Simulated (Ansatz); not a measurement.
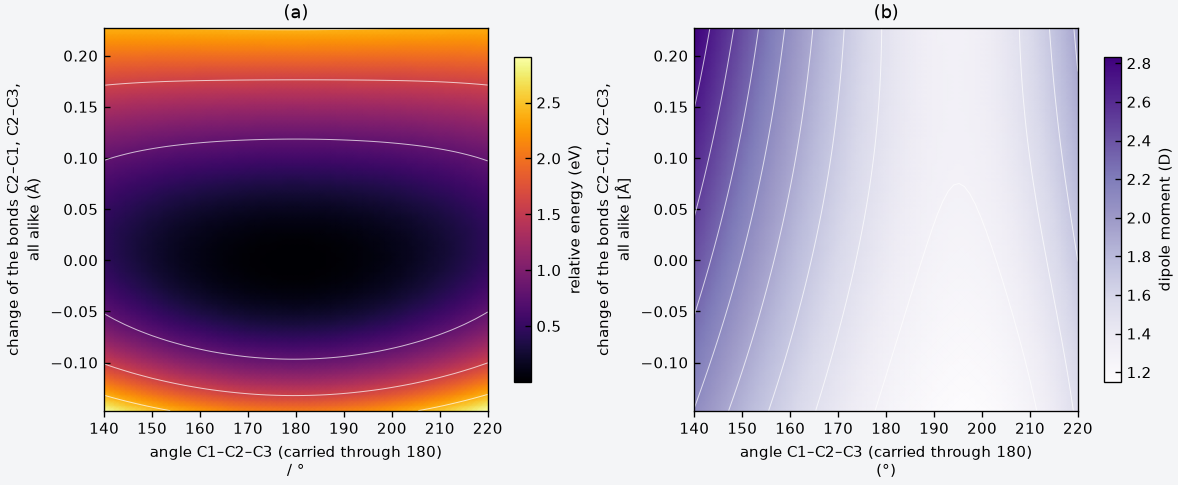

C3H6OSi, SMILES CC#CO[SiH3]. Coordinates scanned: (1) angle C1–C2–C3 (carried through 180); (2) change of the bonds C2–C1, C2–C3, all alike. Nothing is relaxed (all other coordinates rigid). The scan uses a 9 × 9 grid. Points are written as (first, second). Energies are in eV, from the relaxed molecule at the same level. These are results of RKS r2SCAN-D4/def2-SVP (Ansatz), not measurements.

Panel (a) is the energy and panel (b) the computed dipole moment on the same grid.

Drawn: a smooth colour map with a few white contour lines. Between grid points the surface is interpolated.

How does the dipole moment vary over the map, and what is it at the lowest grid point?

Answer. Leaving out the highest fifth of the energies, it runs from 1.20 D at (200°, −0.100 Å) to 2.75 D at (140°, 0.180 Å). At the lowest grid point, (180°, −0.007 Å), it is 1.39 D.
